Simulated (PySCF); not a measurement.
**Tm(BH4)2: other functionals and bases at one geometry**

How far do other levels of theory move the description of Tm(BH4)2, and what does each cost? It is a constructed species; whether it can be made isn't addressed.

Program: PySCF 2.14.0. Level of theory: several levels, as the steps say, no spin–orbit coupling. These are calculated values, not measurements.

1 further run of the same task is left out (for a known fault of the program).

## 1. Where the work starts

11 atoms, charge 0, spin multiplicity 1.

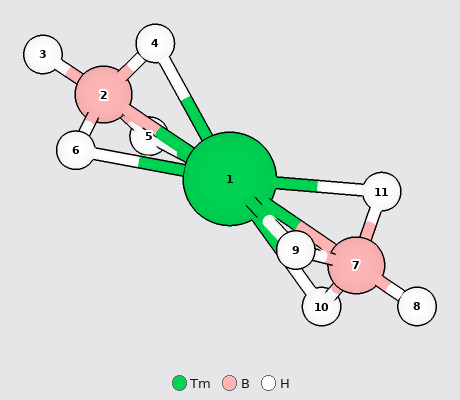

The geometry (thulium green, boron pink, hydrogen white); atoms are numbered from 1 in the order of the file.

Coordinates:

```xyz
11

Tm    0.0001    0.0000    0.8181
B     2.5323   -0.0014    0.7901
H     3.7418    0.0038    0.7768
H     2.0790   -0.7723    1.6706
H     2.0513   -0.3733   -0.3076
H     2.0697    1.1401    1.0293
B    -2.5322    0.0014    0.7901
H    -3.7418   -0.0038    0.7767
H    -2.0791    0.7723    1.6707
H    -2.0513    0.3733   -0.3076
H    -2.0698   -1.1402    1.0294
```

Formal oxidation states: Tm +2. Each metal's 13 4f electrons lie in its core potential, so multiplicities, spins and levels count the valence alone. An earlier session relaxed this geometry at PBE0, Tm lcecp-0-SVP with ECP59, B def2-SVP, H def2-SVP (singlet, point group C2).

At PBE0 on the finer grid: E = -86.873393 Eh, frontier levels not given, since the 4f levels lie in the core, Mulliken charge on Tm1 +0.62 e, largest force component 0.020 eV/Å. 

Levels to run: B3LYP; r2SCAN; PBE0, TZVP. Hardware: 2 threads of Arm Neoverse V2, shared host.

## 2. B3LYP

The input, run.py (the lines that set the calculation):

```python
mol = gto.M(atom='''
Tm     0.00013    -0.00001     0.81805
B      2.53229    -0.00141     0.79007
H      3.74184     0.00382     0.77679
H      2.07902    -0.77226     1.67061
H      2.05125    -0.37326    -0.30757
H      2.06969     1.14011     1.02932
B     -2.53225     0.00141     0.79010
H     -3.74182    -0.00378     0.77673
H     -2.07905     0.77227     1.67068
H     -2.05131     0.37329    -0.30758
H     -2.06978    -1.14017     1.02936''',
    basis={'Tm': 'lcecp-0-SVP', 'B': 'def2-SVP', 'H': 'def2-SVP'},
    ecp={'Tm': 'lcecp-0-SVP'},
    charge=0, spin=0)
mf = dft.RKS(mol, xc='B3LYP')
mf.grids.atom_grid = (75, 302)  # f atoms: unpruned, at least (60, 302)
mf = mf.density_fit()  # fitting sets: Tm AutoAux, B def2-universal-JKFIT, H def2-universal-JKFIT
mf.conv_tol = 1e-08; mf.max_cycle = 55
mf.kernel(dm0)  # dm0: the density of the relaxed state
```

Command:

```
$ OMP_NUM_THREADS=2 python run.py
```

Output:

```text
init E= -86.9985346495323
cycle= 1 E= -86.9993463321942  delta_E= -0.000812  |g|= 0.0113  |ddm|= 0.221
cycle= 2 E= -86.9993608529718  delta_E= -1.45e-05  |g|= 0.00866  |ddm|= 0.0245
cycle= 3 E= -86.9993868016939  delta_E= -2.59e-05  |g|= 0.00134  |ddm|= 0.0113
cycle= 4 E= -86.9993875303871  delta_E= -7.29e-07  |g|= 0.000191  |ddm|= 0.00243
cycle= 5 E= -86.9993875451756  delta_E= -1.48e-08  |g|= 3.13e-05  |ddm|= 0.000405
cycle= 6 E= -86.999387545557  delta_E= -3.81e-10  |g|= 2.54e-06  |ddm|= 5.75e-05
Extra cycle  E= -86.9993875455585  delta_E= -1.56e-12  |g|= 1.02e-06  |ddm|= 8.25e-06
converged SCF energy = -86.9993875455585
```

Run time: 5.2 s. Hardware: 2 threads of Arm Neoverse V2, shared host.

It gives: E = -86.999388 Eh, frontier levels not given, since the 4f levels lie in the core, Mulliken charge on Tm1 +0.50 e, largest force component 0.205 eV/Å. 

## 3. r2SCAN

Edit run.py (the lines that set the calculation) of step 2 so:

```diff
@@ -15,3 +15,3 @@
     charge=0, spin=0)
-mf = dft.RKS(mol, xc='B3LYP')
+mf = dft.RKS(mol, xc='R2SCAN')
 mf.grids.atom_grid = (75, 302)  # f atoms: unpruned, at least (60, 302)
```

Command:

```
$ OMP_NUM_THREADS=2 python run.py
```

Output:

```text
init E= -86.9368744496443
cycle= 1 E= -86.9375592957604  delta_E= -0.000685  |g|= 0.0115  |ddm|= 0.139
cycle= 2 E= -86.9375462732802  delta_E= 1.3e-05  |g|= 0.0127  |ddm|= 0.0268
cycle= 3 E= -86.9376054381139  delta_E= -5.92e-05  |g|= 0.000637  |ddm|= 0.0158
cycle= 4 E= -86.9376056261882  delta_E= -1.88e-07  |g|= 0.000166  |ddm|= 0.0016
cycle= 5 E= -86.9376056381872  delta_E= -1.2e-08  |g|= 1.72e-05  |ddm|= 0.000393
cycle= 6 E= -86.9376056382964  delta_E= -1.09e-10  |g|= 1.97e-06  |ddm|= 3.43e-05
Extra cycle  E= -86.9376056382973  delta_E= -8.53e-13  |g|= 7.63e-07  |ddm|= 7.29e-06
converged SCF energy = -86.9376056382973
```

It took 9.1 s on 2 threads of Arm Neoverse V2, shared host.

Read off: E = -86.937606 Eh, frontier levels not given, since the 4f levels lie in the core, Mulliken charge on Tm1 +0.60 e, largest force component 0.148 eV/Å. 

## 4. PBE0, TZVP

Basis: Tm lcecp-0-TZVP with ECP59, B def2-TZVP, H def2-TZVP. 

Edit run.py (the lines that set the calculation) of step 3 so:

```diff
@@ -12,6 +12,6 @@
 H     -2.06978    -1.14017     1.02936''',
-    basis={'Tm': 'lcecp-0-SVP', 'B': 'def2-SVP', 'H': 'def2-SVP'},
-    ecp={'Tm': 'lcecp-0-SVP'},
+    basis={'Tm': 'lcecp-0-TZVP', 'B': 'def2-TZVP', 'H': 'def2-TZVP'},
+    ecp={'Tm': 'lcecp-0-TZVP'},
     charge=0, spin=0)
-mf = dft.RKS(mol, xc='R2SCAN')
+mf = dft.RKS(mol, xc='PBE0')
 mf.grids.atom_grid = (75, 302)  # f atoms: unpruned, at least (60, 302)
@@ -19,2 +19,2 @@
 mf.conv_tol = 1e-08; mf.max_cycle = 55
-mf.kernel(dm0)  # dm0: the density of the relaxed state
+mf.kernel(dm0)  # dm0: free metal ions and neutral atoms
```

Command:

```
$ OMP_NUM_THREADS=2 python run.py
```

Output:

```text
init E= -89.5446560991578
cycle= 1 E= -86.754963287015  delta_E= 2.79  |g|= 0.872  |ddm|= 2.26
cycle= 2 E= -86.7760758069114  delta_E= -0.0211  |g|= 0.698  |ddm|= 1.26
cycle= 3 E= -86.9328207158308  delta_E= -0.157  |g|= 0.0859  |ddm|= 0.642
cycle= 4 E= -86.9352045569287  delta_E= -0.00238  |g|= 0.017  |ddm|= 0.0789
cycle= 5 E= -86.93531058008  delta_E= -0.000106  |g|= 0.00152  |ddm|= 0.0201
cycle= 6 E= -86.9353114898212  delta_E= -9.1e-07  |g|= 0.00011  |ddm|= 0.00184
cycle= 7 E= -86.9353114956683  delta_E= -5.85e-09  |g|= 2.34e-05  |ddm|= 0.000204
Extra cycle  E= -86.9353114957608  delta_E= -9.25e-11  |g|= 1.87e-05  |ddm|= 4.63e-05
converged SCF energy = -86.9353114957608
```

Wall time 11 s (2 threads of Arm Neoverse V2, shared host).

Read off: E = -86.935311 Eh, frontier levels not given, since the 4f levels lie in the core, Mulliken charge on Tm1 +0.94 e, largest force component 0.297 eV/Å. 

## 5. Results

| level | state | charge on Tm1 (e) | dipole (D) | largest force (eV/Å) | basis functions | time |
| --- | --- | --- | --- | --- | --- | --- |
| PBE0 (relaxed here) | singlet | 0.62 | 0.16 | 0.02 | 99 | 15 s |
| B3LYP | singlet | 0.50 | 0.15 | 0.20 | 99 | 5.2 s |
| r2SCAN | singlet | 0.60 | 0.16 | 0.15 | 99 | 9.1 s |
| PBE0, TZVP | singlet | 0.94 | 0.15 | 0.30 | 157 | 11 s |

Times are on 2 threads of Arm Neoverse V2, shared host; the first row also made further properties.

The largest leftover force, 0.30 eV/Å with PBE0, TZVP, stands at a geometry relaxed at another level. The Mulliken charge on Tm spans +0.50 to +0.94 e over the levels. With 4f in the core, its levels are missing from HOMO and gap. Total energies of different levels can't be compared. Spin–orbit coupling is left out throughout.
